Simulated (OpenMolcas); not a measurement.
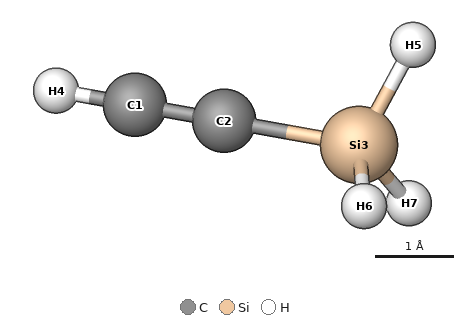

Fig. 1: The input geometry (ball-and-stick view, seen at a tilt; atoms are numbered from 1 in the order of the input). Bond lengths as drawn: C–C 1.21 Å, C–H 1.07 Å, C–Si 1.82 Å and H–Si 1.48 Å.

**C$_{2}$H$_{4}$Si: single-point calculation (part 1 of 2)**

C$_{2}$H$_{4}$Si, multiplicity 3, computed with HF/def2-SV(P), UHF (OpenMolcas 26.06).

The geometry is that of the parent species in another charge or spin state. The geometry comes from this level: PBE0-D4/def2-TZVP.

### The input
```
&GATEWAY
  BasLib
  $CurrDir
  Coord
  struct.xyz
  Basis
  def2-SVP
  Group
  NoSym

&SEWARD

&SCF
  UHF
  Spin
  3
  PrOrbitals
  1 1
```

### File struct.xyz
```
7

C     -0.580700    -1.871400     0.172200
C     -0.218500    -0.726500     0.062400
Si     0.329800     1.004300    -0.103800
H     -0.901000    -2.883500     0.269300
H     -0.094500     1.528300    -1.425000
H     -0.281700     1.818100     0.974900
H      1.807900     1.062900     0.004400
```

Run as:
```bash
export MOLCAS_MEM=1860
pymolcas job.input > job.log
```

### Log
```
--- Start Module: gateway ---

                                              &GATEWAY

                       available to each process: 1.9 GB of memory, 1 thread

 Basis Set     1 Label: C.DEF2-SVP
 Basis set is read from library:.
 basistype.tbl is not found

 Basis Set     2 Label: SI.DEF2-SVP
 Basis set is read from library:.
 basistype.tbl is not found

 Basis Set     3 Label: H.DEF2-SVP
 Basis set is read from library:.
 basistype.tbl is not found

++    Symmetry information:
      ---------------------

                    Character Table for C1

                             E
                    a        1  x, y, xy, Rz, z, xz, Ry, yz, Rx, I
--

++    Basis set information:
      ----------------------

      Basis set label: C.DEF2-SVP.........

      Electronic valence basis set:
      ------------------
      Associated Effective Charge   6.000000 au
      Associated Actual Charge      6.000000 au
      Nuclear Model: Point charge

      Shell  nPrim  nBasis  Cartesian Spherical Contaminant
         s       7       3        X
         p       4       2        X
         d       1       1                 X

      Basis set label: SI.DEF2-SVP.........

      Electronic valence basis set:
      ------------------
      Associated Effective Charge  14.000000 au
      Associated Actual Charge     14.000000 au
      Nuclear Model: Point charge

      Shell  nPrim  nBasis  Cartesian Spherical Contaminant
         s      10       4        X
         p       7       3        X
         d       1       1                 X

      Basis set label: H.DEF2-SVP.........

      Electronic valence basis set:
      ------------------
      Associated Effective Charge   1.000000 au
      Associated Actual Charge      1.000000 au
      Nuclear Model: Point charge

      Shell  nPrim  nBasis  Cartesian Spherical Contaminant
         s       4       2        X
--

++    Molecular structure info:
      -------------------------

                    ************************************************
                    **** Cartesian Coordinates / bohr, angstrom ****
                    ************************************************

     Center  Label                x              y              z                     x              y              z
        1      C1              -1.097364      -3.536433       0.325411             -0.580700      -1.871400       0.172200
        2      C2              -0.412905      -1.372886       0.117919             -0.218500      -0.726500       0.062400
        3      SI3              0.623232       1.897852      -0.196154              0.329800       1.004300      -0.103800
        4      H4              -1.702643      -5.449025       0.508903             -0.901000      -2.883500       0.269300
        5      H5              -0.178579       2.888068      -2.692860             -0.094500       1.528300      -1.425000
        6      H6              -0.532336       3.435711       1.842294             -0.281700       1.818100       0.974900
        7      H7               3.416436       2.008590       0.008315              1.807900       1.062900       0.004400

                    ***************************************
                    *    InterNuclear Distances / bohr    *
                    ***************************************

               1 C1            2 C2            3 SI3           4 H4            5 H5            6 H6
    1 C1       0.000000
    2 C2       2.278700        0.000000
    3 SI3      5.723979        3.445279        0.000000
    4 H4       2.014458        4.293158        7.738437        0.000000
    5 H5       7.157398        5.109904        2.803029        9.059867        0.000000
    6 H6       7.157583        5.109828        2.802787        9.060137        4.581776        0.000000
    7 H7       7.156970        5.109819        2.802866        9.059337        4.581917        4.581807

               7 H7
    7 H7       0.000000

                    *******************************************
                    *    InterNuclear Distances / angstrom    *
                    *******************************************

               1 C1            2 C2            3 SI3           4 H4            5 H5            6 H6
    1 C1       0.000000
    2 C2       1.205836        0.000000
    3 SI3      3.028999        1.823163        0.000000
    4 H4       1.066005        2.271841        4.095004        0.000000
    5 H5       3.787532        2.704045        1.483299        4.794275        0.000000
    6 H6       3.787630        2.704004        1.483171        4.794418        2.424572        0.000000
    7 H7       3.787306        2.704000        1.483213        4.793995        2.424646        2.424588

               7 H7
    7 H7       0.000000

                    **************************************
                    *    Valence Bond Angles / degree    *
                    **************************************
                          Atom centers                 Phi
                      2 C2       1 C1       4 H4       179.99
                      5 H5       3 SI3      6 H6       109.64
                      5 H5       3 SI3      7 H7       109.64
                      6 H6       3 SI3      7 H7       109.64
--

            Nuclear Potential Energy             83.04789072 au

--- Stop Module: gateway /rc=_RC_ALL_IS_WELL_ ---

--- Start Module: seward ---

                                              &SEWARD

                       available to each process: 1.9 GB of memory, 1 thread

               SEWARD will generate:
                  Multipole Moment integrals up to order  2
                  Kinetic Energy integrals
                  Nuclear Attraction integrals (point charge)
                  One-Electron Hamiltonian integrals
                  Velocity integrals
                  Orbital angular momentum around (  0.0058  -0.0520  -0.0090 )
                  Velocity quadrupole around (  0.0058  -0.0520  -0.0090 )
                  Two-Electron Repulsion integrals

                   Integrals are discarded if absolute value <: 1.00E-14
                   Integral cutoff threshold is set to       <: 1.00E-16

            Nuclear Potential Energy             83.04789072 au

      Basis set specifications :
      Symmetry species         a
      Basis functions           54

--- Stop Module: seward /rc=_RC_ALL_IS_WELL_ ---
--- Module seward spent 1 second ---

--- Start Module: scf ---

                                                &SCF

                       available to each process: 1.9 GB of memory, 1 thread

++    Input section:
      --------------

      Header of the integral files:

      Cartesian coordinates in angstrom:
      -----------------------------------------------------
      No.  Label        X            Y            Z
      -----------------------------------------------------
       1   C1        -0.58070000  -1.87140000   0.17220000
       2   C2        -0.21850000  -0.72650000   0.06240000
       3   SI3        0.32980000   1.00430000  -0.10380000
       4   H4        -0.90100000  -2.88350000   0.26930000
       5   H5        -0.09450000   1.52830000  -1.42500000
       6   H6        -0.28170000   1.81810000   0.97490000
       7   H7         1.80790000   1.06290000   0.00440000
      -----------------------------------------------------
      Nuclear repulsion energy =   83.04789072
--

++    Orbital specifications:
      -----------------------

      Symmetry species               1
                                     a
      Frozen orbitals                0
      Start temperature = 0.500
      End temperature   = 0.010
      Temperature Factor= 0.460
      Deleted orbitals               0
      Total number of orbitals      54
      Number of basis functions     54
--

      Molecular charge                           0.000

++    Optimization specifications:
      ----------------------------

      SCF Algorithm: Conventional USCF
      D(i)-D(i-1) density differences are used
      Number of density matrices in core                 5
      Maximum number of NDDO SCF iterations            400
      Maximum number of HF SCF iterations              400
      Threshold for SCF energy change             1.00E-09
      Threshold for density matrix                1.00E-04
      Threshold for Fock matrix                   1.50E-04
      Threshold for linear dependence             1.00E-09
      Threshold at which DIIS is turned on        1.50E-01
      Maximum depth in the DIIS procedure                5
      Maximum depth in the BFGS Hessian update          30
      Threshold at which QNR/C2DIIS is turned on  7.50E-02
      Threshold for Norm(delta) (QNR/C2DIIS)      1.00E-03
      All orbitals punched on: UHFORB
--

      Input vectors read from INPORB
      Orbital file label: *Guess orbitals

++ Convergence information
                               UHF SCF        iterations: Energy and convergence statistics

Iter     Tot. SCF        One-elec.       Two-elec.     Energy      Max Dij or  Max Fij      DNorm      TNorm      AccCon     Time
         Energy          Energy          Energy        Change      Delta Norm                                                in Sec.
   1  -361.493893648  -665.583063373   221.041279009   0.00E+00    1.78E-01*   3.64E-01*    9.44E+00   1.00E+02   None         0.
   2  -363.311202673  -661.978999619   215.619906230  -1.82E+00*   2.02E-01*   1.70E-01*    3.53E+01   9.84E+01   EDIIS        0.
   3  -364.817480950  -671.373705650   223.508333984  -1.51E+00*   7.33E-01*   5.00E-01*    3.13E+01   1.01E+02   EDIIS        0.
   4  -363.361554829  -664.472429293   218.062983748   1.46E+00*   1.24E-01*   1.90E-01*    1.17E+01   9.83E+01   EDIIS        0.
   5  -366.322649261  -668.478000267   219.107460290  -2.96E+00*   2.24E-01*   9.27E-02*    4.97E+00   9.95E+01   EDIIS        0.
   6  -366.359165027  -669.417061314   220.010005570  -3.65E-02*   1.70E-01*   7.94E-02*    2.13E+00   9.99E+01   EDIIS        0.
   7  -366.401986558  -668.897031718   219.447154444  -4.28E-02*   8.73E-02*   3.49E-02*    5.59E-01   9.96E+01   EDIIS        0.
   8  -366.418804255  -669.066870699   219.600175728  -1.68E-02*   7.38E-02*   2.79E-02*    7.59E-01   9.97E+01   EDIIS        0.
   9  -366.596009827  -669.081019586   219.437119043  -1.77E-01*   1.21E-01*   3.77E-02*    1.56E+00   9.97E+01   EDIIS        0.
  10  -366.605441453  -669.258927469   219.605595300  -9.43E-03*   4.91E-02*   1.40E-02*    5.54E-01   9.98E+01   EDIIS        0.

       Fermi aufbau procedure completed!
      nOcc(alpha)=   16
      nOcc(beta) =   14
```
